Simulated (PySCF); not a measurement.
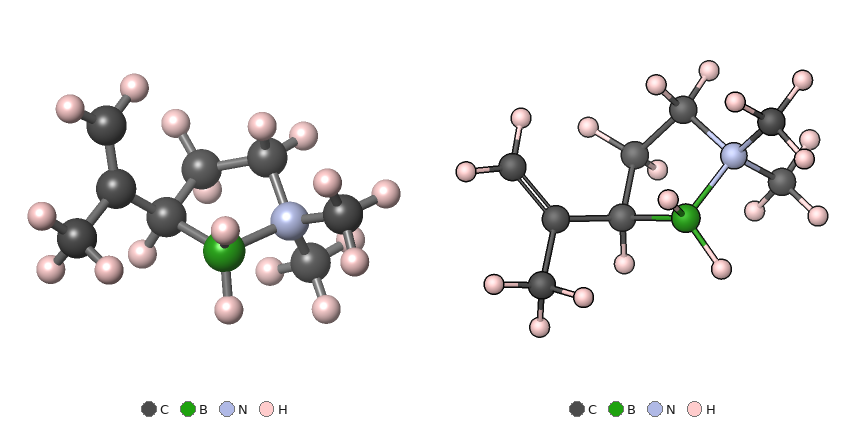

The same structure drawn twice, from different directions.

Description:

It has 28 atoms: 8 carbon, 18 hydrogen, 1 boron and 1 nitrogen (C8H18BN). As SMILES it reads `C=C(C)[C@@H]1[BH2-][N+](C)(C)CC1`. Independent rings (smallest set): 1 of 5 members. Among its groups: alkene, B–H bond. This geometry has C1 symmetry. Coordination: 2 C trigonal planar; 6 C tetrahedral; 1 B tetrahedral; 1 N tetrahedral.

The parts below concern this one geometry. Atoms keep their numbers from picture to picture. Computed geometry: PBE0-D3(BJ)/def2-SVP optimisation. No frequency run is at hand to confirm it as a minimum.

## Charges

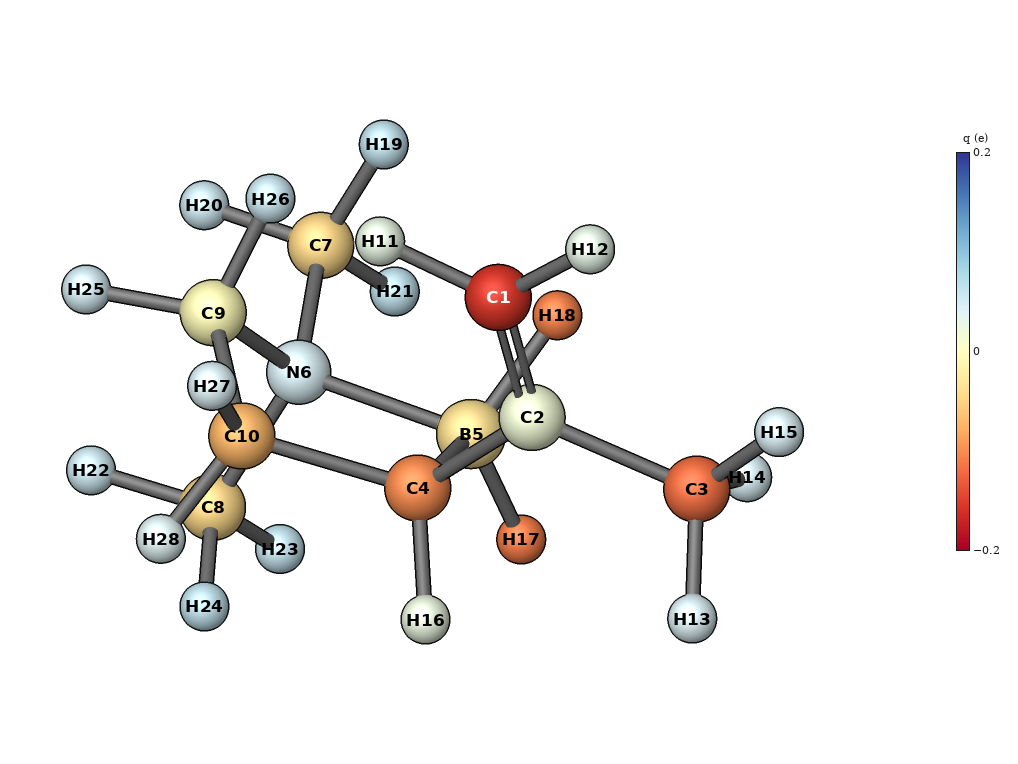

Atoms are coloured by their Hirshfeld charges. No frequency run is at hand to confirm it as a minimum. Properties computed with PBE0/pcSseg-1 in benzene (IEF-PCM) (PySCF 2.14.0).

Give the Hirshfeld charges atom by atom.

| atom | value (e) |
| --- | --- |
| C1 | −0.15 |
| C2 | 0.02 |
| C3 | −0.12 |
| C4 | −0.10 |
| B5 | −0.04 |
| N6 | 0.04 |
| C7 | −0.04 |
| C8 | −0.04 |
| C9 | −0.01 |
| C10 | −0.07 |
| H11 | 0.03 |
| H12 | 0.03 |
| H13 | 0.04 |
| H14 | 0.04 |
| H15 | 0.04 |
| H16 | 0.02 |
| H17 | −0.11 |
| H18 | −0.11 |
| H19 | 0.06 |
| H20 | 0.05 |
| H21 | 0.06 |
| H22 | 0.05 |
| H23 | 0.06 |
| H24 | 0.06 |
| H25 | 0.05 |
| H26 | 0.05 |
| H27 | 0.04 |
| H28 | 0.04 |

## NMR shielding

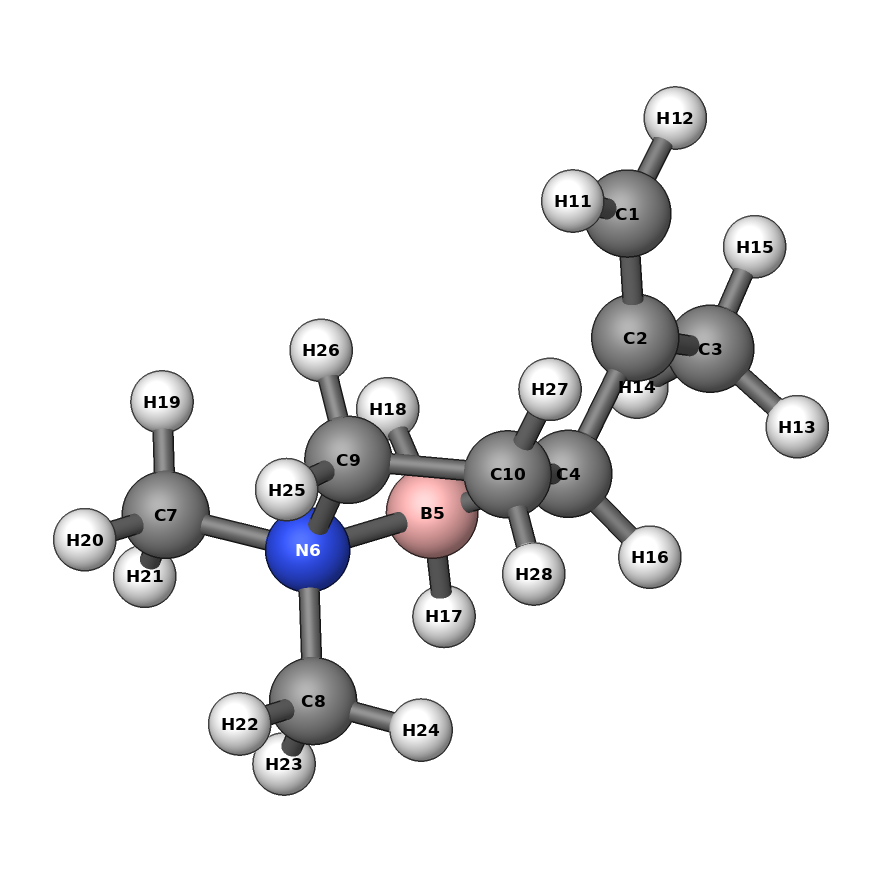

No frequency run is at hand to confirm it as a minimum. Level of theory: GIAO PBE0/pcSseg-1 NMR shielding, non-relativistic, gas phase (PySCF 2.14.0). Principal shieldings σ11 ≤ σ22 ≤ σ33, span Ω = σ33 − σ11, skew κ = 3(σiso − σ22)/Ω.

Which C atom has the most anisotropic shielding?

C2, with a span of 273 ppm.

Give the shielding tensors of the C atoms.

| atom | σ11 | σ22 | σ33 | σiso | Ω | κ |
| --- | --- | --- | --- | --- | --- | --- |
| C1 | −12.2 | 110.4 | 153.4 | 83.9 | 165.6 | −0.48 |
| C2 | −113.4 | 9.7 | 160.1 | 18.8 | 273.5 | 0.10 |
| C3 | 136.9 | 148.4 | 185.8 | 157.1 | 48.9 | 0.53 |
| C4 | 129.2 | 147.5 | 172.1 | 149.6 | 43.0 | 0.15 |
| C7 | 97.5 | 116.6 | 180.7 | 131.6 | 83.2 | 0.54 |
| C8 | 98.7 | 126.1 | 180.6 | 135.1 | 81.8 | 0.33 |
| C9 | 81.7 | 113.6 | 164.2 | 119.8 | 82.5 | 0.22 |
| C10 | 129.7 | 158.5 | 176.5 | 154.9 | 46.7 | −0.23 |

Shieldings and span in ppm.

## Quadrupole coupling

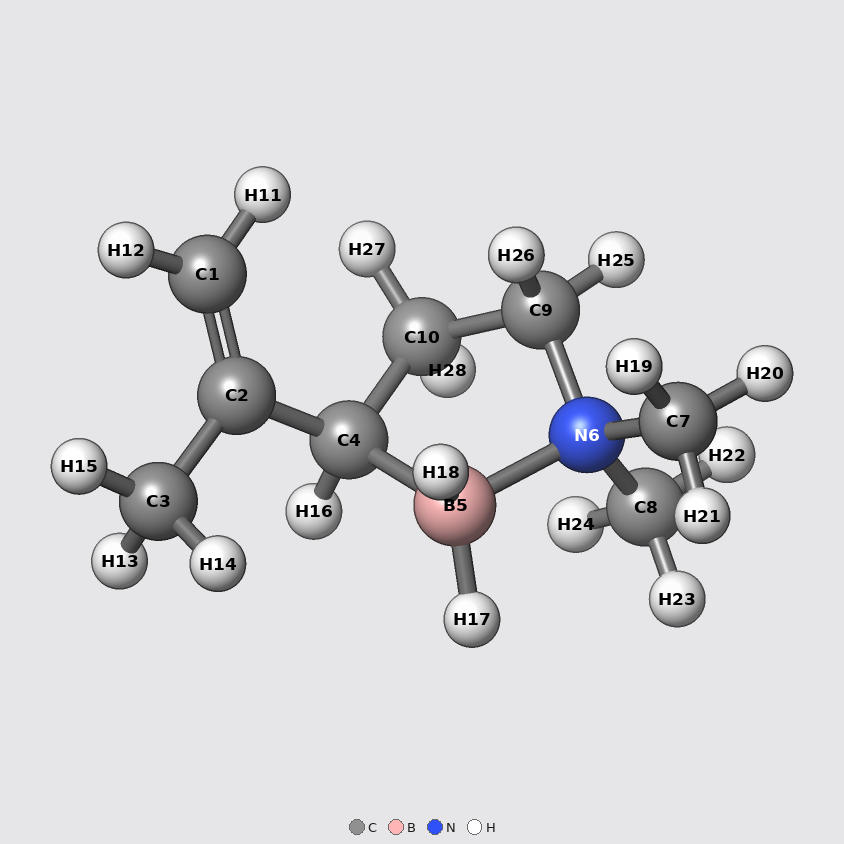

No frequency run is at hand to confirm it as a minimum. Electric field gradients from the ground-state density, PBE0/pcSseg-1 (PySCF 2.14.0), non-relativistic apart from any core potentials.

Give the largest field-gradient component, the quadrupole coupling constant and the asymmetry for 11B at B5 (Q = 40.59 mb), 14N at N6 (Q = 20.44 mb), 2H at H11 (Q = 2.86 mb), 2H at H12 (Q = 2.86 mb), 2H at H13 (Q = 2.86 mb), 2H at H14 (Q = 2.86 mb).

```json
{"atom": "B5", "V_zz (a.u.)": "0.240", "e²qQ/h (MHz)": "2.29", "η": "0.17"}
{"atom": "N6", "V_zz (a.u.)": "−0.604", "e²qQ/h (MHz)": "−2.90", "η": "0.08"}
{"atom": "H11", "V_zz (a.u.)": "0.313", "e²qQ/h (MHz)": "0.210", "η": "0.09"}
{"atom": "H12", "V_zz (a.u.)": "0.312", "e²qQ/h (MHz)": "0.209", "η": "0.09"}
{"atom": "H13", "V_zz (a.u.)": "0.289", "e²qQ/h (MHz)": "0.194", "η": "0.03"}
{"atom": "H14", "V_zz (a.u.)": "0.286", "e²qQ/h (MHz)": "0.193", "η": "0.03"}
```

## Bond orders

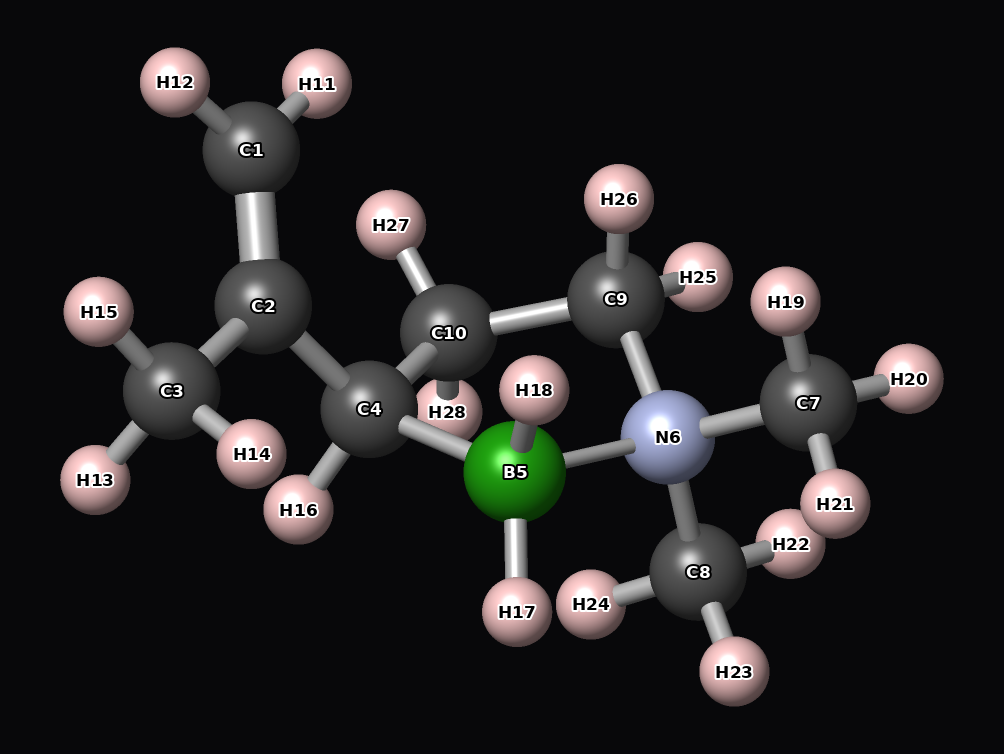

The thickness of each stick grows with its Mayer bond order. No frequency run is at hand to confirm it as a minimum. Level of theory: PBE0/pcSseg-1 in benzene (IEF-PCM) (PySCF 2.14.0).

Which bond between heavy atoms has the highest Mayer bond order?

C1–C2, 1.96, at a length of 1.341 Å.

List the Mayer bond orders of C1–C2, C2–C3, C2–C4, C4–B5, C4–C10, B5–N6, N6–C7, N6–C8, N6–C9, C9–C10 (bonds between heavy atoms, one of each equivalent set).

| bond | Mayer order | length (Å) |
| --- | --- | --- |
| C1–C2 | 1.96 | 1.341 |
| C2–C3 | 1.07 | 1.501 |
| C2–C4 | 1.02 | 1.503 |
| C4–B5 | 0.85 | 1.658 |
| C4–C10 | 1.02 | 1.537 |
| B5–N6 | 0.57 | 1.653 |
| N6–C7 | 0.92 | 1.467 |
| N6–C8 | 0.91 | 1.471 |
| N6–C9 | 0.87 | 1.486 |
| C9–C10 | 1.04 | 1.517 |
